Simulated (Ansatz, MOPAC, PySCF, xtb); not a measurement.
C2H2 (SMILES C#C) and CH5N (SMILES CN) are pulled apart as rigid monomers along the line of their centres of mass, from the B3LYP-D3(BJ)/def2-TZVP minimum. Starting geometry (charge 0, multiplicity 1):
```
atom    x (Å)    y (Å)    z (Å)
----  -------  -------  -------
C      0.2561  -0.6522   0.0355
C     -0.0976   0.4239   0.4223
H      0.5681  -1.6084  -0.3081
H     -0.4164   1.3766   0.7690
C     -0.5878   0.4540   4.0345
N      0.5941  -0.3644   3.7790
H     -0.7301   0.5631   5.1111
H     -1.4686  -0.0551   3.6401
H     -0.5616   1.4639   3.5983
H      1.4288   0.0894   4.1297
H      0.7205  -0.4967   2.7827
```

Interaction energies with rigid monomers; basis-set methods are counterpoise corrected unless marked otherwise.

Rows in 3-21G carry no dispersion term and start afresh at each structure. The state reached by AM1 isn't checked.

The values were computed with Ansatz (a program for electronic structure) with Gaussian orbitals; MOPAC for AM1 (differences of heats of formation); PySCF for 3-21G rows, the dispersion terms; xtb for the GFN methods. 

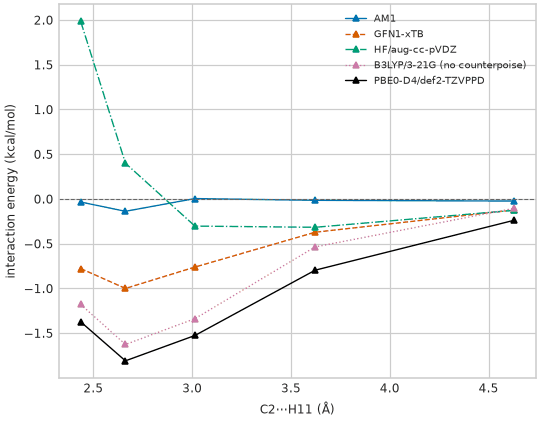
Fig. 1. Interaction energy against separation

Problem. Which level binds most strongly at C2···H11 = 2.66, and by how much?

Solution. PBE0-D4/def2-TZVPPD, -1.8 kcal/mol.
